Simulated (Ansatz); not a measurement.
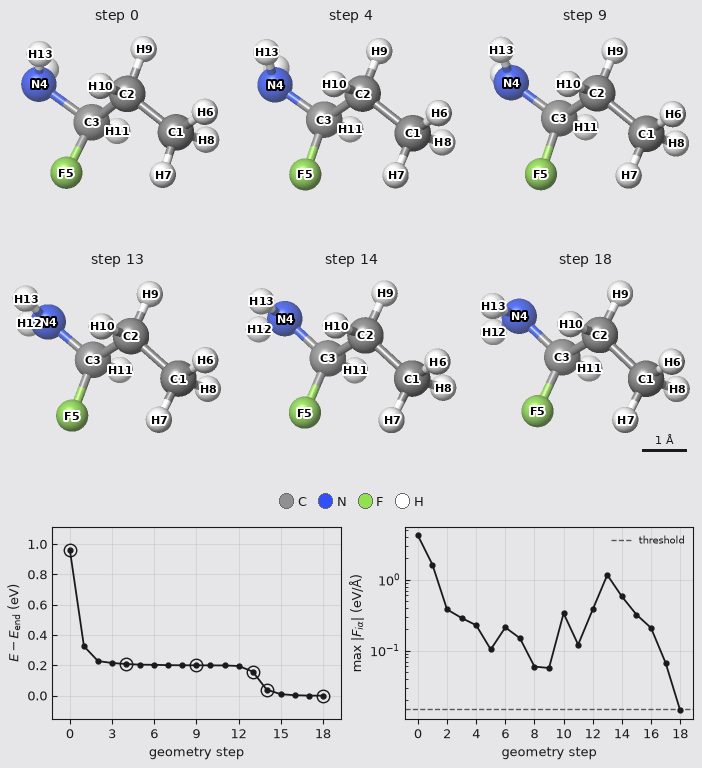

Frames of a relaxation of C₃H₈FN, marked on the history of the run. Style: ball-and-stick. Shown from a free direction.

The run prepares an end point of a later path (inversion) calculation, from a guessed geometry.

All numbers below come from RKS r2SCAN-D4/def2-SVP in Ansatz 0.2.0. Settings: no spin polarisation; force threshold 0.015 eV/Å; at most 40 steps.

### Describe the path.

The atom that moves furthest after the best rigid fit is H12 (0.64 Å). By element the largest moves are H 0.64 Å, N 0.41 Å, C 0.22 Å, F 0.17 Å. Among the contacts that change: C3–N4 1.523 → 1.411 Å, N4–H13 0.923 → 1.020 Å, C1–C2 1.463 → 1.522 Å, C1–H6 1.158 → 1.100 Å. Among the angles between lasting bonds that change: N4–C3–F5 102.5° → 112.1°, C3–N4–H12 104.8° → 111.4°, F5–C3–H11 110.8° → 104.8°. Over 18 geometry steps the energy falls by 0.961 eV. Largest force component: 4.2 eV/Å at the start, 0.014 eV/Å at the end. From step 0 to 4: H13 moves most (0.17 Å), energy −0.752 eV. From step 4 to 9: H12 moves most (0.22 Å), energy −0.009 eV. From step 9 to 13: H13 moves most (0.20 Å), energy −0.041 eV. From step 13 to 14: H12 moves most (0.20 Å), energy −0.119 eV. From step 14 to 18: H13 moves most (0.12 Å), energy −0.040 eV.

| step | E − E(0), eV | largest force component, eV/Å |
| --- | --- | --- |
| 0 | 0.0000 | 4.2208 |
| 1 | -0.6346 | 1.6294 |
| 2 | -0.7326 | 0.3813 |
| 3 | -0.7453 | 0.2888 |
| 4 | -0.7521 | 0.2281 |
| 5 | -0.7564 | 0.1038 |
| 6 | -0.7575 | 0.2125 |
| 7 | -0.7597 | 0.1500 |
| 8 | -0.7606 | 0.0595 |
| 9 | -0.7607 | 0.0568 |
| 10 | -0.7611 | 0.3360 |
| 11 | -0.7617 | 0.1214 |
| 12 | -0.7651 | 0.3806 |
| 13 | -0.8017 | 1.1709 |
| 14 | -0.9212 | 0.5808 |
| 15 | -0.9513 | 0.3223 |
| 16 | -0.9580 | 0.2094 |
| 17 | -0.9607 | 0.0673 |
| 18 | -0.9611 | 0.0144 |
